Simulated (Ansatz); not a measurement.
## Electronic structure of C3H5FGe in real space

Input

```
crystal:
  periodic: [false, false, false]
  atoms:
    - symbol: C
      position_ang: [-1.781902, 0.798373, -2.101581]
    - symbol: C
      position_ang: [-0.858571, 0.506381, -1.063140]
    - symbol: C
      position_ang: [-1.240792, -0.202833, 0.106164]
    - symbol: F
      position_ang: [-0.388655, -2.050019, -2.337281]
    - symbol: Ge
      position_ang: [-1.930811, -1.414044, -1.671177]
    - symbol: H
      position_ang: [-1.410846, 1.172124, -3.067557]
    - symbol: H
      position_ang: [-2.821625, 1.074718, -1.853868]
    - symbol: H
      position_ang: [0.206358, 0.450112, -1.349635]
    - symbol: H
      position_ang: [-0.465172, -0.577524, 0.790635]
    - symbol: H
      position_ang: [-2.229049, -0.021029, 0.563378]
basis:
  gaussian: {orbitals: def2-TZVPD}
hamiltonian: {xc: {name: PBE0}}
output: {forces: true, orbitals: {seedname: orbitals}}
```

Run with:

```sh
ansatz run input.yaml --threads 2 --pin off --max-ram 4350MiB --events-out events.jsonl --progress --plain --runs-dir runs
```

Geometry: PBE-D3(BJ)/def2-SVP.

The calculation used isolated molecule in a Gaussian basis; Kohn-Sham density functional theory, functional PBE0 in Ansatz 0.2.0.

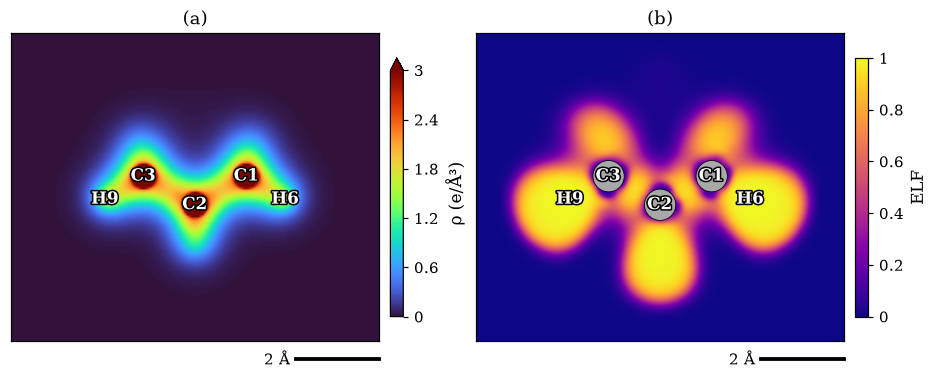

Figure 1. (a) electron density; (b) ELF on the plane of atoms C1, C2 and C3. Grey discs cover the atomic cores in the ELF map.

Q: What do the fields say about this system?

A:
- Atoms in the plane: C and H.
- C–C (1.42 Å): the density is about 2 e/Å³ at the midpoint; the ELF peaks at about 0.95 between the atoms, as expected for localised, covalent bonding.
- C–H (1.10 Å): the density is about 2 e/Å³ at the midpoint; the ELF climbs to about 1 towards the hydrogen, as it does in any bond to H (a covalent bond by its length).

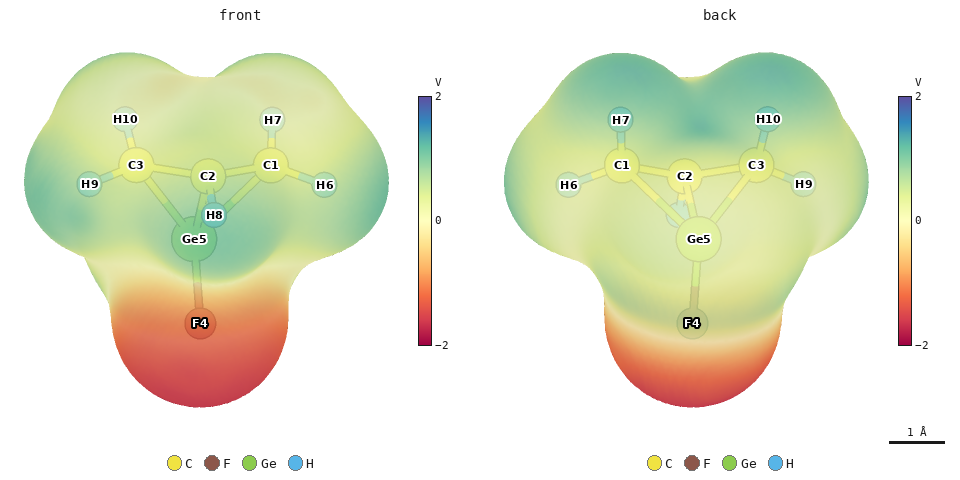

Figure 2. The electrostatic potential painted on the density surface at 0.002 e/bohr³, seen from the front and from behind; the colour scale runs from red (negative) to blue (positive).

Q: Describe the electrostatic potential map.

A: The most negative region (about −1.6 V, or −37 kcal/mol for a unit charge) lies over F4, the most positive (about +1.2 V, or +28 kcal/mol for a unit charge) over Ge5, H7 and H10.

Q: What dipole moment does the calculation give?

A: Its dipole moment is 2.48 D.

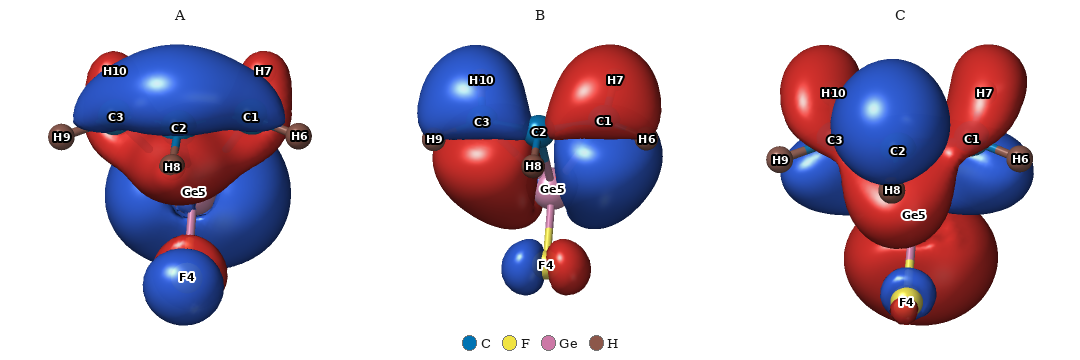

Figure 3. Three frontier orbitals at ±0.08 Å⁻³ᐟ² (red and blue are the two phases), in no order.

Q: Which picture is the HOMO−1, the HOMO and the LUMO?

A: A is the HOMO−1 (−7.48 eV). It lies mainly on Ge5 (about 55 %), C2 (about 15 %), F4 (about 10 %), C1 (about 5 %) and C3 (about 5 %). B is the HOMO (−7.17 eV). By Hirshfeld shares it lies mainly on C1 (about 25 %), C3 (about 25 %), Ge5 (about 25 %) and C2 (about 5 %). C is the LUMO (−0.91 eV). By Hirshfeld shares it lies mainly on Ge5 (about 35 %), C2 (about 30 %), C3 (about 10 %) and C1 (about 10 %).

Q: What is the HOMO–LUMO gap?

A: 6.26 eV between the orbital energies.
